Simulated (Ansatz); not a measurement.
TaGe$_{2}$ (space group P6_222)

```
TaGe2
1.0
    4.96726     0.00000     0.00000
   -2.48363     4.30177     0.00000
    0.00000     0.00000     6.74980
Ta Ge
3 6
Direct
  0.50000   0.00000   0.50000
  0.50000   0.50000   0.83333
  0.00000   0.50000   0.16667
  0.16359   0.32718   0.50000
  0.83641   0.16359   0.83333
  0.67282   0.83641   0.16667
  0.83641   0.67282   0.50000
  0.16359   0.83641   0.83333
  0.32718   0.16359   0.16667
```

Equation-of-state scan: isotropic scaling of the cell above, V₀ being its volume. The atoms relax within the cell's symmetry.

The numbers are results of r2SCAN (plane waves to 500 eV, PAW, scalar-relativistic; Ansatz, a program for electronic structure), not measurements. k mesh 11×11×7 (Γ-centred), Fermi-Dirac smearing 0.05 eV. The energy includes the smearing's −TS. With the shape held, the modulus is that of even scaling; a crystal free to change shape is softer. Spin-orbit coupling is left out, though Ta is heavy. TaGe2 is run without spin polarisation. TaGe2 was relaxed with its symmetry unable to fall. The zero of ΔE is the relaxed starting cell.

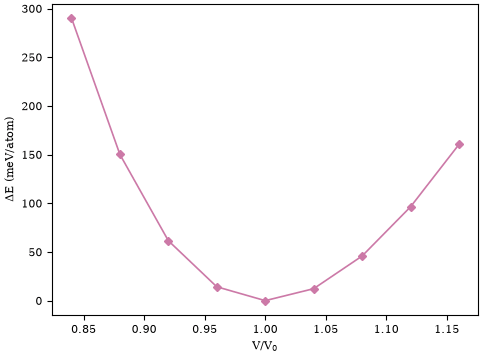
Fig. 1. ΔE (meV/atom) against V/V₀; computed points joined by lines.

### Question
What is ΔE at V/V₀ = 0.840?

### Answer
About 290 meV/atom.

### Question
What is ΔE at V/V₀ = 1.160?

### Answer
About 160 meV/atom.

### Question
What bulk modulus at fixed cell shape B₀ follows from a third-order Birch-Murnaghan fit?

### Answer
About 160 GPa.

(Under strain, the slope of the energy per volume gives the stress and its curvature an elastic modulus.)
